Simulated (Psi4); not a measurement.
# CH4InO (SMILES C[O][InH]): U-wB97X-V/def2-SVPD (core potential)

Aim: the energy change on altering one bond length of CH4InO at U-wB97X-V/def2-SVPD (core potential), from 2 runs. 

The calculation is run with Psi4 1.11.

3 further runs of the same task are left out: 2 that didn't finish, 1 set aside as unsound or not needed.

## 1. The structure to begin with

CH4InO has 7 atoms, charge 0, and is taken as a doublet. As SMILES, `C[O][InH]`. The shape is that of a PBE0-D4/def2-TZVP optimisation. This is one conformer, not always the lowest.

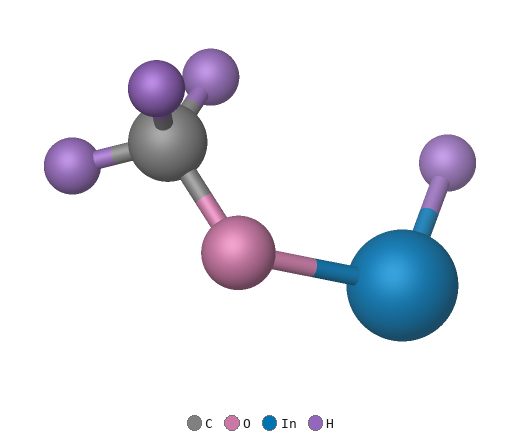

The structure, seen from a chosen angle (carbon grey, oxygen pink, indium blue, hydrogen purple).

## 2. The energy at U-wB97X-V/def2-SVPD (core potential)

calc.inp reads:

```
memory 1600 mb

molecule system {
  0 2
  C     -0.630500     0.625600    -0.176900
  O     -0.752100    -0.636200     0.418100
  In     0.836500    -1.826900     0.688600
  H     -1.249000     0.682800    -1.082200
  H      0.399900     0.883300    -0.471200
  H     -0.975300     1.408100     0.511600
  H      2.370400    -1.136600     0.112000
  symmetry c1
  no_reorient
  no_com
}

set reference uks
set puream true
set e_convergence 1e-09
set d_convergence 1e-08
set scf_type pk
set dft_radial_points 99
set dft_spherical_points 590
set maxiter 200

e, wfn = energy('wb97x-v/def2-SVPD', return_wfn=True)
print_variables()
```

Command:

```sh
$ psi4 -i calc.inp -o calc.out -n 1
```

calc.out:

```text
[...]
    !!!  WARNING: ECP capability is in beta. Please check occupations closely.  !!!
[...]
  Running in c1 symmetry.
[...]
  Nuclear repulsion =  119.166811827797829
[...]
  Multiplicity = 2
[...]
  Nalpha       = 20
  Nbeta        = 19
[...]
    Number of basis functions: 107
[...]
   @UKS iter   1:  -305.41417302477606   -1.09960e+00   6.97499e-03 DIIS/ADIIS
[...]
   @UKS iter  14:  -305.67983707804791   -3.08091e-11   7.25596e-09 DIIS
[...]
   @S^2 Observed:                7.567343966E-01
[...]
    Orbital Energies [Eh]
    ---------------------
    Alpha Occupied:
       1A    -19.193991     2A    -10.312972     3A     -4.788978
       4A     -3.202834     5A     -3.195848     6A     -3.192315
       7A     -1.085067     8A     -0.890069     9A     -0.885941
      10A     -0.883708    11A     -0.883570    12A     -0.880922
      13A     -0.760671    14A     -0.573077    15A     -0.535523
      16A     -0.522424    17A     -0.476019    18A     -0.372439
      19A     -0.359365    20A     -0.300848
    Alpha Virtual:
      21A      0.004827    22A      0.054329    23A      0.065179
      24A      0.092979    25A      0.112353    26A      0.113820
[...]
  @UKS Final Energy:  -305.67983707804791
   => Energetics <=
    Nuclear Repulsion Energy =            119.1668118277978294
    One-Electron Energy =                -729.2788486084672286
    Two-Electron Energy =                 326.3357902220390088
    DFT Exchange-Correlation Energy =     -22.0560028613175660
    Empirical Dispersion Energy =           0.0000000000000000
    VV10 Nonlocal Energy =                  0.1524123419000399
    Total Energy =                       -305.6798370780479104
[...]
 Multipole Moments:
 ------------------------------------------------------------------------------------
     Multipole            Electronic (a.u.)      Nuclear  (a.u.)        Total (a.u.)
 ------------------------------------------------------------------------------------
 L = 1.  Multiply by 2.5417464519 to convert [e a0] to [Debye]
 Dipole X            :        -15.1424968           15.7087264            0.5662295
 Dipole Y            :         71.2693266          -71.5512672           -0.2819406
 Dipole Z            :        -29.8528422           29.8845069            0.0316647
 Magnitude           :                                                    0.6333317
[...]
```

It took 5.9 min on 1 thread of Intel Xeon at 2.50GHz (Skylake/Cascade Lake), shared host; peak memory 0.76 GiB.

## 3. The distorted shape at the same level

job.json reads:

```json
{
  "schema_name": "qcschema_input",
  "schema_version": 1,
  "molecule": {
    "schema_name": "qcschema_molecule",
    "schema_version": 2,
    "symbols": ["C", "O", "In", "H", "H", "H", "H"],
    "geometry": [-1.77562068, 1.03611794, -0.16744863, -2.00541138, -1.34833849, 0.95693841, 0.99660754, -3.59843538, 1.46810933, -2.94441629, 1.14421027, -1.87821769, 0.75570148, 1.66919509, -0.89043895, -2.42719825, 2.51482863, 1.1336278, 3.89525845, -2.29395744, 0.37849325],
    "molecular_charge": 0,
    "molecular_multiplicity": 2,
    "fix_symmetry": "c1",
    "fix_com": true,
    "fix_orientation": true
  },
  "driver": "energy",
  "model": {
    "method": "wb97x-v",
    "basis": "def2-SVPD"
  },
  "keywords": {
    "reference": "uks",
    "puream": true,
    "e_convergence": 1e-09,
    "d_convergence": 1e-08,
    "scf_type": "pk",
    "dft_radial_points": 99,
    "dft_spherical_points": 590,
    "maxiter": 200
  }
}
```

Command:

```sh
$ psi4 --qcschema job.json -n 1 --memory 1600MB
```

stdout:

```text
[...]
    !!!  WARNING: ECP capability is in beta. Please check occupations closely.  !!!
[...]
  Running in c1 symmetry.
[...]
  Nuclear repulsion =  118.106463207378852
[...]
  Multiplicity = 2
[...]
  Nalpha       = 20
  Nbeta        = 19
[...]
    Number of basis functions: 107
[...]
   @UKS iter   1:  -305.36413716516410   -1.22860e+00   7.13296e-03 DIIS/ADIIS
[...]
   @UKS iter  14:  -305.64646790884836   -3.35945e-11   7.17330e-09 DIIS
[...]
   @S^2 Observed:                7.571025514E-01
[...]
    Orbital Energies [Eh]
    ---------------------
    Alpha Occupied:
       1A    -19.201989     2A    -10.343953     3A     -4.790727
       4A     -3.204516     5A     -3.197500     6A     -3.194266
       7A     -1.090738     8A     -0.891713     9A     -0.887530
      10A     -0.885435    11A     -0.885430    12A     -0.882678
      13A     -0.746730    14A     -0.560111    15A     -0.541337
      16A     -0.519357    17A     -0.462026    18A     -0.367798
      19A     -0.365359    20A     -0.300926
    Alpha Virtual:
      21A      0.003792    22A      0.054250    23A      0.062928
      24A      0.092045    25A      0.107262    26A      0.111956
[...]
  @UKS Final Energy:  -305.64646790884836
   => Energetics <=
    Nuclear Repulsion Energy =            118.1064632073788516
    One-Electron Energy =                -727.0916352415756592
    Two-Electron Energy =                 325.1720137715022929
    DFT Exchange-Correlation Energy =     -21.9855225316609868
    Empirical Dispersion Energy =           0.0000000000000000
    VV10 Nonlocal Energy =                  0.1522128855071600
    Total Energy =                       -305.6464679088483649
[...]
 Multipole Moments:
 ------------------------------------------------------------------------------------
     Multipole            Electronic (a.u.)      Nuclear  (a.u.)        Total (a.u.)
 ------------------------------------------------------------------------------------
 L = 1.  Multiply by 2.5417464519 to convert [e a0] to [Debye]
 Dipole X            :          6.9242856           -6.4889114            0.4353742
 Dipole Y            :         76.7193913          -77.1028667           -0.3834754
 Dipole Z            :        -36.1241956           36.2245758            0.1003803
 Magnitude           :                                                    0.5887956
[...]
```

The result, in JSON:

```text
{
 "driver": "energy",
 "model": {
  "method": "wb97x-v",
  "basis": "def2-SVPD"
 },
 "success": true,
 "return_result": -305.64646790884836,
 "properties": {
  "calcinfo_nbasis": 107,
  "calcinfo_nmo": 107,
  "calcinfo_nalpha": 20,
  "calcinfo_nbeta": 19,
  "calcinfo_natom": 7,
  "nuclear_repulsion_energy": 118.10646320737885,
  "return_energy": -305.64646790884836,
  "scf_one_electron_energy": -727.0916352415757,
  "scf_two_electron_energy": 325.1720137715023,
  "scf_vv10_energy": 0.15221288550716,
  "scf_xc_energy": -21.985522531660987,
  "scf_dipole_moment": [0.43537418260431693, -0.38347538133839976, 0.1003802780261509],
  "scf_total_energy": -305.64646790884836,
  "scf_iterations": 14
 }
}
```

It took 5.8 min on 1 thread of Intel Xeon at 2.50GHz (Skylake/Cascade Lake), shared host; peak memory 0.76 GiB.

## 4. Outcome

At U-wB97X-V/def2-SVPD (core potential):

```
                                                         quantity          value
                                        first shape: total energy  -305.67984 Eh
                                       first shape: dipole moment         1.61 D
                  first shape: HOMO energy (highest over α and β)       -8.19 eV
                   first shape: LUMO energy (lowest over α and β)       -1.30 eV
                                                first shape: ⟨S²⟩          0.757
                                    distorted shape: total energy  -305.64647 Eh
                                   distorted shape: dipole moment         1.50 D
              distorted shape: HOMO energy (highest over α and β)       -8.19 eV
               distorted shape: LUMO energy (lowest over α and β)       -1.33 eV
                                            distorted shape: ⟨S²⟩          0.757
energy change with the C1–H5 bond stretched from 1.102 to 1.433 Å       0.908 eV
```

In words: With the C1–H5 bond stretched from 1.102 to 1.433 Å the energy rises by 0.91 eV (87.6 kJ/mol). The first shape isn't relaxed at this level, so the change isn't measured from a minimum.
